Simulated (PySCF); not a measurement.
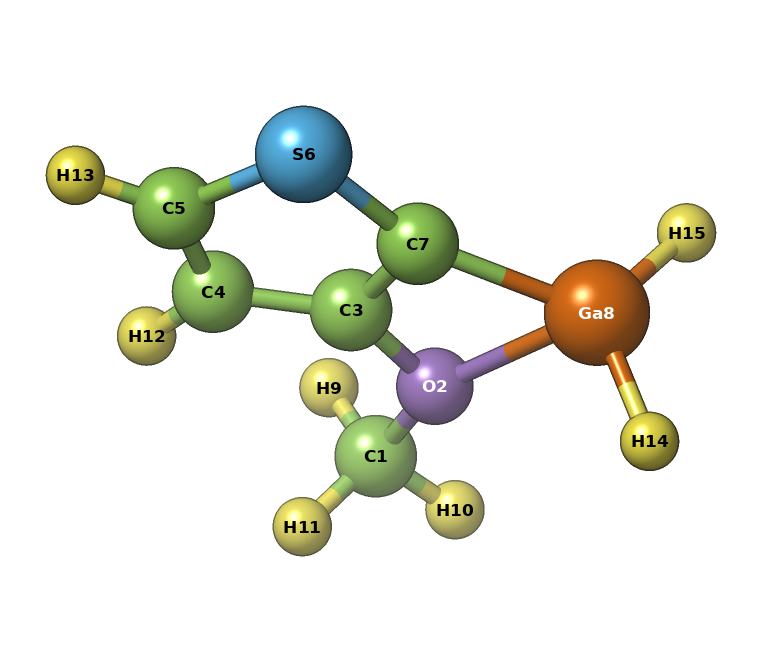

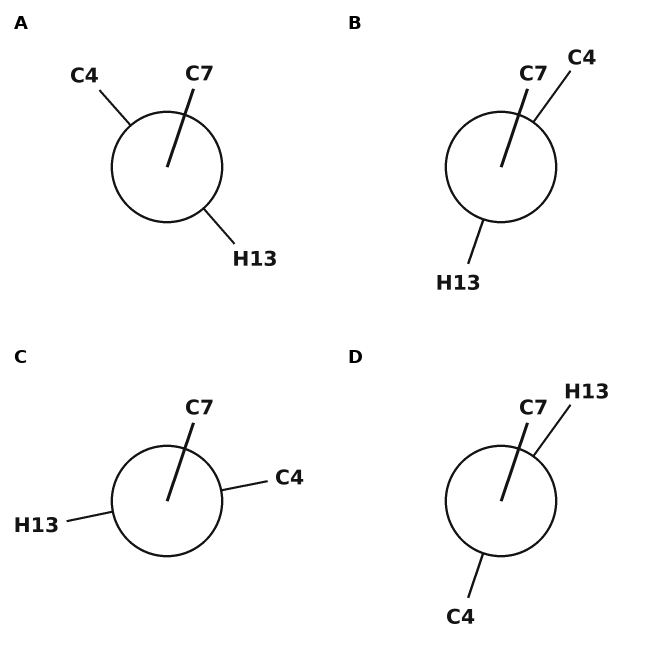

Depth is shown by fading: the farther an atom, the more it takes the colour of the background. Bonds that would overlap in a projection are set slightly apart. The geometry was computed by an optimisation with GFN2-xTB. No frequency run is at hand to confirm it as a minimum.

> Which Newman projection shows the view along S6–C5, with S6 in front?

B. The torsion angle C7–S6–C5–C4 is 0°, synperiplanar (eclipsed).
